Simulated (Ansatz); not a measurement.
## Electronic structure of WS in real space

The calculation's input:

```
crystal:
  lattice:
    - [0.0, 2.9594703353, 2.9594703353]
    - [2.9594703353, 0.0, 2.9594703353]
    - [2.9594703353, 2.9594703353, 0.0]
  atoms:
    - { symbol: W, position: [0.0, 0.0, 0.0], spin: 3.03 }
    - { symbol: S, position: [0.25, 0.25, 0.25], spin: -0.32 }
basis:
  ecutwfc: 500
kpoints:
  mp_grid: { grid: [12, 12, 12] }
hamiltonian:
  xc: r2scan
  hubbard: { sites: [{ species: W, l: d, u_eff: 6.2 }] }
scf:
  occupations: { method: gaussian, width: 0.1 }
output:
  forces: true
  stress: true
  eigenvalues: true
  populations: true
  write_density: true
  write_potential: true
  elf: true
  volumetric_format: npy
magnetization:
  spin_polarized: true
relax:
  adjacent_minimum: "off"
  f_tol: 0.01
  max_steps: 80
  cell: { stress_tol: 0.05 }
```

Run with:

```sh
ansatz run input.yaml --threads 1 --pin off --max-ram 2560MiB --backend cpu --events-out ev --progress --plain --runs-dir out
```

Below, planes, directions and counts refer to the conventional cell (a = 5.92 Å, b = 5.92 Å, c = 5.92 Å, α = 90.00°, β = 90.00°, γ = 90.00°).

Space group F-43m; started from the zinc blende prototype, which need not be the ambient phase; Hubbard U of 6.2 eV on W d only; spin-polarised.

The calculation used Ansatz, DFT r2SCAN+U, scalar-relativistic, plane waves, PAW.

In a PAW calculation such maps are meaningful between the atoms, not at the nuclei.

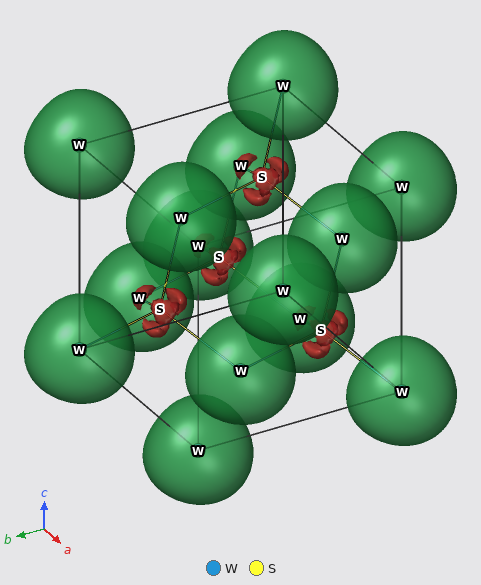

Figure 1. Isosurfaces of the spin density at +0.1 (green) and −0.1 e/Å³ (red), seen at an oblique angle. Sticks mark near contacts.

> Where is the spin, and how is it ordered?

The spin density sits on W: +2.8 μB (×4) in one cell of 8 atoms, with smaller moments on other sites: S (up to −0.29 μB): parallel main moments (a ferromagnetic arrangement) in this solution. The cell of the calculation (2 atoms) carries 4.0 μB of net spin moment.

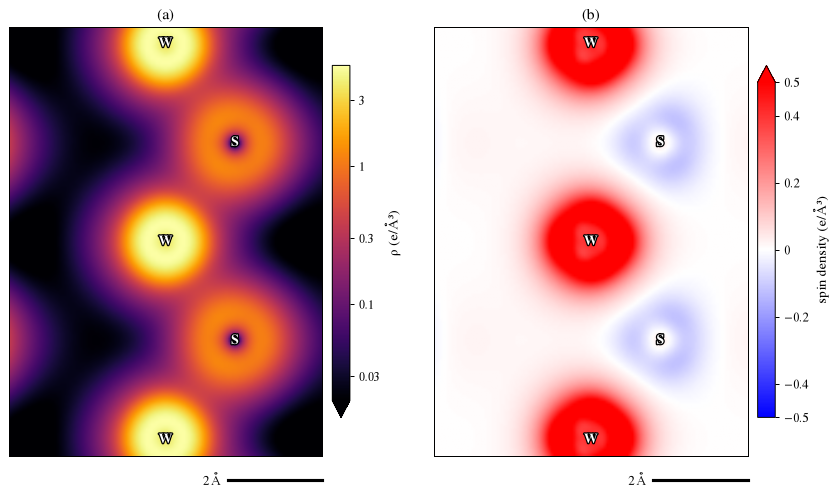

Figure 2. (a) valence electron density; (b) spin density on the (011) plane of the conventional cell.

> What does the map show?

The plane passes through W and S nuclei. W–S (2.56 Å): the density is about 0.45 e/Å³ at the midpoint. Between the atoms the lowest density in this plane is 0.01 e/Å³.

> Metal or insulator at this level of theory?

It is metallic or semimetallic at this level of theory: no gap opens; semilocal functionals without U, or without the true magnetic order, often close the gap of such compounds.
